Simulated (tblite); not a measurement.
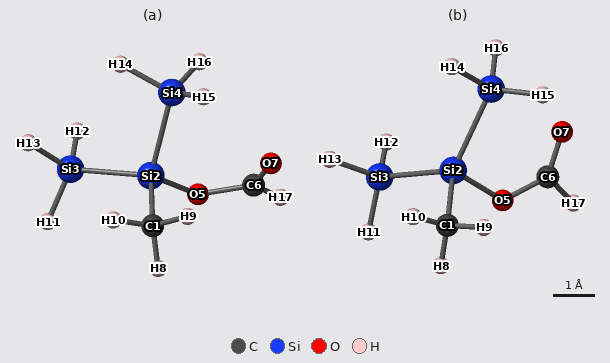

The structure of C₂H₁₀O₂Si₃ before (left) and after (right) a relaxation, at one scale.

The picture is a ball-and-stick view, seen face on.

Theory: GFN2-xTB geometry optimisation, gas phase (tblite). 

Describe what moved and what it gained.

The largest move after the best rigid fit is that of O7, 1.13 Å. By element the largest moves are O 1.13 Å, H 1.10 Å, Si 0.40 Å, C 0.34 Å. Among the contacts that change: Si4–O7 3.104 → 2.691 Å, Si2–Si3 2.205 → 2.330 Å, O5–C6 1.387 → 1.289 Å, Si2–Si4 2.254 → 2.334 Å. Bond angles that change, for instance: Si3–Si2–Si4 107.5° → 125.2°, C1–Si2–O5 110.0° → 99.4°, Si3–Si2–O5 107.3° → 98.5°. Groups turn about Si2–O5 by about 45°, Si2–Si4 by about 40°. The energy falls by 89.6 kJ/mol in 153 geometry steps.
